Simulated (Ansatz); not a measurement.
# C₄H₁₁O (SMILES CC[C@H](C)[OH2+]) (charge +1): what the fields show

```xyz
16

C    -0.8421   -1.1338   -0.7724
C    -0.6576    0.0445    0.1886
C    -0.3837    1.3678   -0.4916
C    -0.3571    2.6031    0.3615
O    -1.6196    1.5459   -1.4828
H     0.0191   -1.2568   -1.4600
H    -0.9536   -2.0798   -0.2089
H    -1.7775   -1.0693   -1.3806
H    -1.5255    0.1526    0.8731
H     0.2238   -0.1356    0.8408
H     0.4792    1.3011   -1.1871
H    -1.2654    2.6896    0.9882
H    -0.2189    3.5278   -0.2327
H     0.5202    2.5238    1.0362
H    -1.8217    0.6611   -1.8877
H    -1.4607    2.2026   -2.2006
```

Geometry: PBE-D3(BJ)/def2-SVP.

All numbers below come from isolated molecule in a Gaussian basis; Kohn-Sham density functional theory, functional PBE0 in Ansatz 0.2.0.

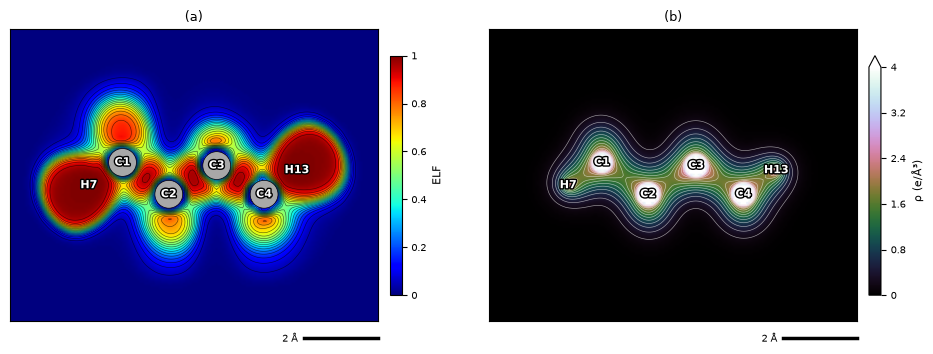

Figure 1. (a) ELF; (b) electron density on the plane of atoms C2, C3 and C4. Grey discs cover the atomic cores in the ELF map.

**What do the fields say about this system?**

The section cuts through C and H sites.
C–C (1.50 Å): ρ is about 1.7 e/Å³ halfway; the ELF peaks at about 0.95 between the atoms: localised, covalent bonding.
C–H (1.11 Å): the density is about 1.9 e/Å³ at the midpoint; the ELF climbs to about 1 towards the hydrogen, as it does in any bond to H (an ordinary covalent bond to hydrogen).

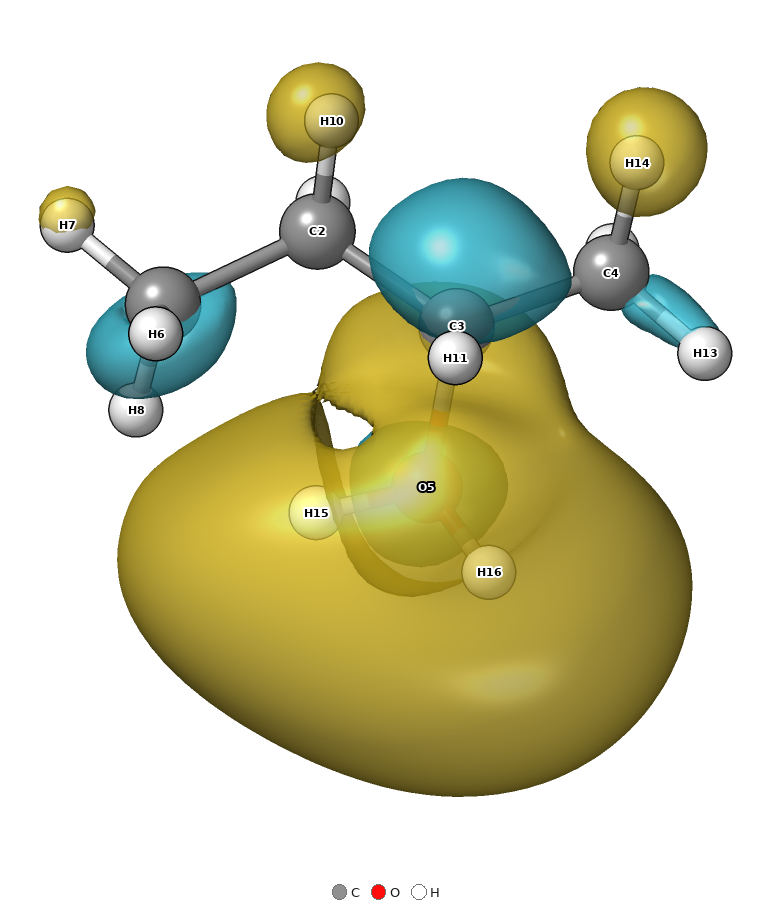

Figure 2. The LUMO at ±0.08 Å⁻³ᐟ² (yellow and cyan are the two phases), seen across its widest extent.

**Describe this orbital and give its energy.**

Its weight (Hirshfeld) is mainly on H16 (about 30 %), H15 (about 20 %), O5 (about 20 %) and C3 (about 10 %). Its energy is −5.35 eV.

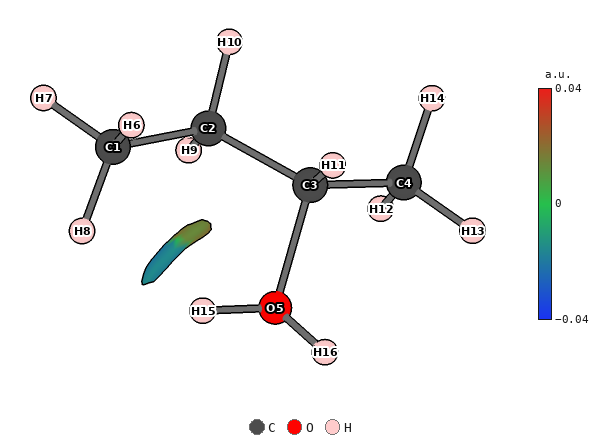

Figure 3. Non-covalent interaction (NCI) plot: the surface where the reduced density gradient is 0.5, for densities under 0.05 a.u., coloured by sign(λ₂)ρ; seen at a tilt.

**What holds or crowds the atoms apart from the covalent bonds?**

H15···H8 (1.8 Å): a weak contact, attractive (blue-green) on one side and crowded (olive to red) on the other.
